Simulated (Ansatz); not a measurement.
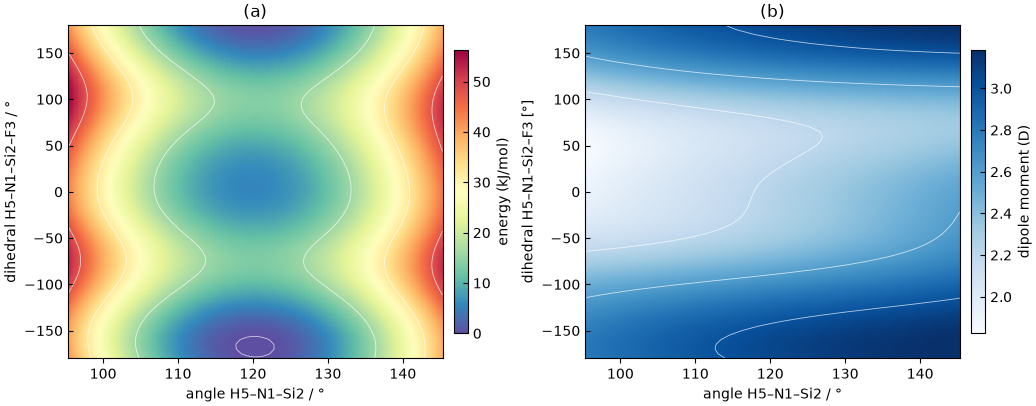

ClFH₂NSi, SMILES N[Si](F)Cl, spin multiplicity 2. First axis: angle H5–N1–Si2. Second axis: dihedral H5–N1–Si2–F3. Nothing is relaxed (all other coordinates rigid). The scan uses a 15 × 15 grid. Points are written as (first, second). Energies: kJ/mol, counted from the lowest grid point. All numbers below come from Ansatz 0.2.0, UKS PBE0-D4/def2-SVP.

Panel (a) is the energy and panel (b) the computed dipole moment on the same grid.

In the figure: a smooth colour map with a few white contour lines. Between grid points the surface is interpolated.

Question: How does the dipole moment vary over the map, and what is it at the lowest grid point?

Answer: Leaving out the highest fifth of the energies, it runs from 1.89 D at (98.9°, 36°) to 3.17 D at (141.7°, −156°). At the lowest grid point, (120.3°, −156°), it is 3.05 D.
